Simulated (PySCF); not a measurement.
System: C4H6O2SSi.

Input file:

```
{"job": {"kind": "nmr", "xc": "PBE0", "basis": "pcSseg-1"}, "charge": 0, "multiplicity": 1}
C     -2.152957    -0.046192     0.127391
C     -1.161220    -0.890229     0.331047
C      0.244654    -0.476428     0.671060
O      0.397616     0.908479     0.815211
Si     1.285234     1.578880    -0.376733
O      1.700492     0.117326    -1.076839
C      1.158648    -0.912603    -0.464067
S      1.423234    -2.446161    -0.890772
H     -2.015131     1.017635     0.226824
H     -3.140115    -0.390259    -0.127337
H     -1.280442    -1.960245     0.239309
H      0.555358    -0.966211     1.602974
H      0.485800     2.297480    -1.350947
H      2.498153     2.168057     0.151150
```

Command:

```sh
OMP_NUM_THREADS=1 python probes_run.py task.json out
```

Geometry: GFN2-xTB.

Theory: PBE0/pcSseg-1, SCF density, gas phase, non-relativistic in PySCF 2.14.0.

Question: What will maps of the electron density and electron localisation function show?

Answer: C–O (1.32 Å): the density is about 2.5 e/Å³ at the midpoint; the ELF peaks at about 0.85 between the atoms (a polar covalent bond).
C–S (1.61 Å): ρ is about 1.6 e/Å³ halfway; the ELF peaks at about 0.90 between the atoms, as expected for localised, covalent bonding.
Si–O (1.63 Å): the density is about 1.2 e/Å³ at the midpoint; the ELF peaks at about 0.85 between the atoms; a polar covalent bond.
C–O (1.40 Å): the density is about 2.1 e/Å³ at the midpoint, with its minimum of 1.8 e/Å³ about 0.5 Å from C; the ELF peaks at about 0.85 between the atoms, as expected for a shared but strongly polarised pair.

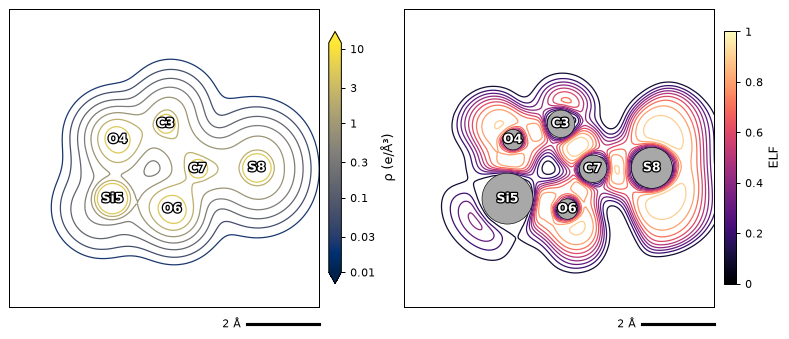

Computed electron density and electron localisation function on the plane of atoms C3, C7 and O6, in this order. Grey discs cover the atomic cores in the ELF map. 
